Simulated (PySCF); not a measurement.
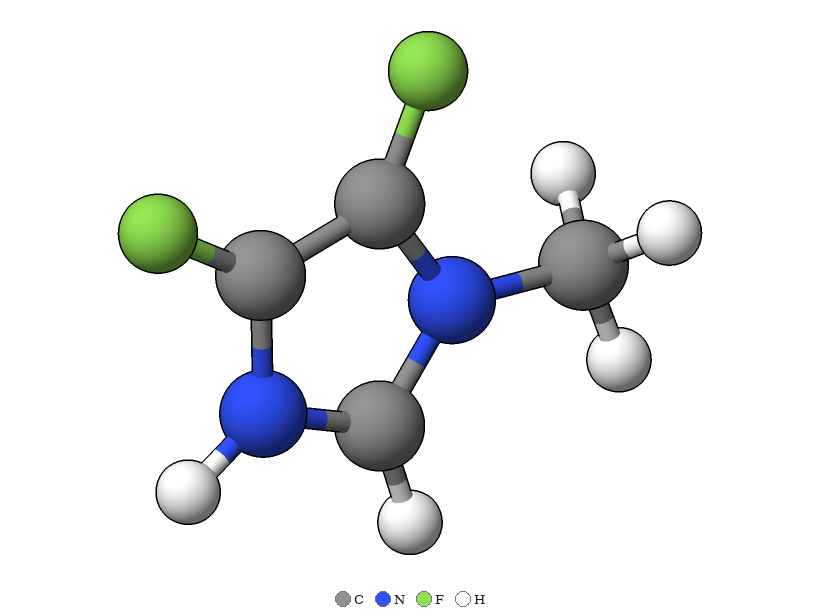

Source: calculation with PySCF.

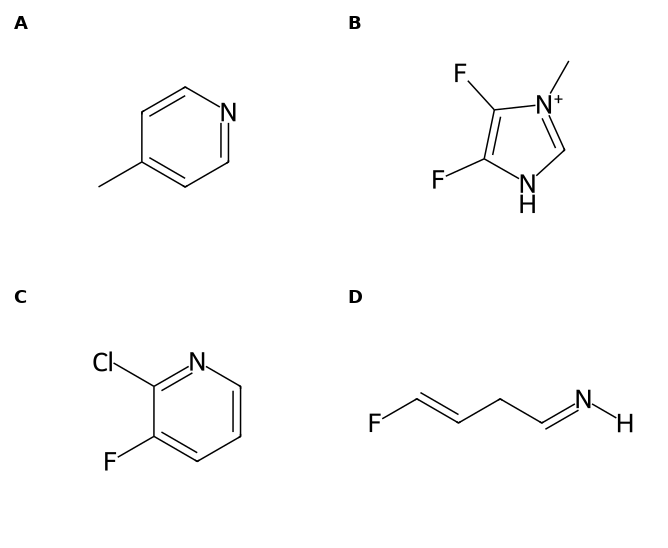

Which structural formula matches the 3D model?

B, `C[n+]1c[nH]c(F)c1F`.
